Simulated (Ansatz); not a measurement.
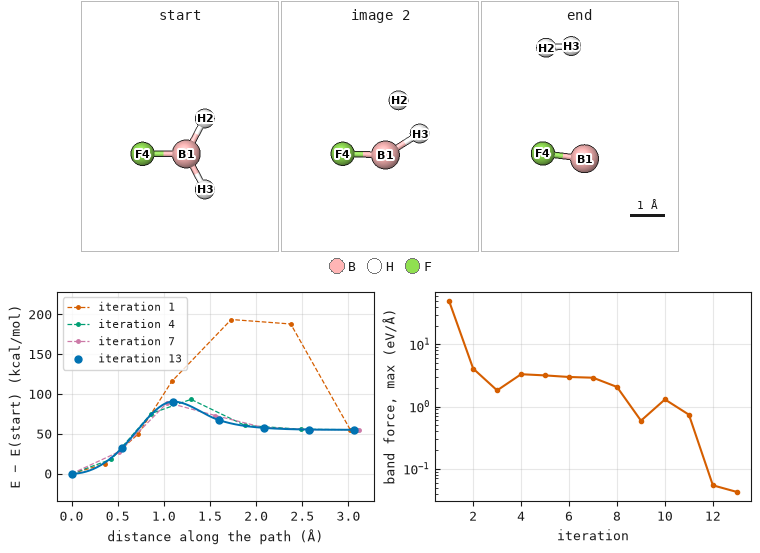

NEB run on BH2F. Images are numbered from 0 (start) to 6 (end). The plot follows the band through its iterations. The picture is a ball-and-stick view, seen face on.

Method: RKS BLYP-D4/def2-SVP in Ansatz.

Input file:
```yaml
crystal:
  periodic: [false, false, false]
  atoms:
    - { symbol: B, position_ang: [0.318126, 0.0, 0.18369] }
    - { symbol: H, position_ang: [0.269324, 0.0, 1.397596] }
    - { symbol: H, position_ang: [1.345027, 0.0, -0.465484] }
    - { symbol: F, position_ang: [-0.832577, 0.0, -0.480702] }
basis:
  gaussian: { orbitals: def2-SVP }
hamiltonian:
  xc: blyp
  dispersion: d4
neb:
  order_check: false
  images: 5
  f_tol: 0.05
  max_iterations: 60
  final_atoms:
    - { symbol: B, position_ang: [-0.67841226, 4.01e-05, -1.45222117] }
    - { symbol: H, position_ang: [1.29683973, -1.407e-05, 1.5076729] }
    - { symbol: H, position_ang: [1.79893395, -1.407e-05, 0.92868606] }
    - { symbol: F, position_ang: [-1.31746142, -1.196e-05, -0.34903779] }
  initial_path:
    images:
      - { positions_ang: [[0.318126, 0.0, 0.18369], [0.269324, 0.0, 1.397596], [1.345027, 0.0, -0.465484], [-0.832577, 0.0, -0.480702]] }
      - { positions_ang: [[0.21208414, 0.0, 0.12245976], [0.4692152, 0.0, 1.29336451], [1.35468462, 0.0, -0.24025506], [-0.93608396, 0.0, -0.54046922]] }
      - { positions_ang: [[0.10604227, 0.0, 0.06122953], [0.66910641, 0.0, 1.18913302], [1.36434224, 0.0, -0.01502611], [-1.03959093, 0.0, -0.60023644]] }
      - { positions_ang: [[4.1e-07, 0.0, -7.1e-07], [0.86899761, 0.0, 1.08490153], [1.37399987, 0.0, 0.21020283], [-1.14309789, 0.0, -0.66000366]] }
      - { positions_ang: [[-0.22613715, 1.337e-05, -0.4840742], [1.01161165, -4.69e-06, 1.22582532], [1.51564456, -4.69e-06, 0.44969724], [-1.20121907, -3.99e-06, -0.55634837]] }
      - { positions_ang: [[-0.4522747, 2.674e-05, -0.96814768], [1.15422569, -9.38e-06, 1.36674911], [1.65728925, -9.38e-06, 0.68919165], [-1.25934024, -7.97e-06, -0.45269308]] }
      - { positions_ang: [[-0.67841226, 4.01e-05, -1.45222117], [1.29683973, -1.407e-05, 1.5076729], [1.79893395, -1.407e-05, 0.92868606], [-1.31746142, -1.196e-05, -0.34903779]] }
```

Command:
```bash
ansatz run input.yaml --threads 1 --pin off --max-ram 2048MiB --backend cpu --events-out ev --progress --plain --runs-dir out
```

**Did the band converge, and can the barrier be trusted?**

The result is final at these settings. The band converged in 13 iterations. The largest component of the band force went from 49 to 0.042 eV/Å. The climbing image converged on the top of the path. Its vibrational analysis gives one imaginary mode (1460i cm⁻¹), as a transition state must have. The first iteration put the highest image at 193.6 kcal/mol. Forward barrier 90.6 kcal/mol, backward barrier 35.4 kcal/mol, with image 2 at the top; the reaction energy is +55.2 kcal/mol.

The run took 26 s on 1 thread of Arm Neoverse V2, with other jobs on the host, peak memory 0.081 GiB.
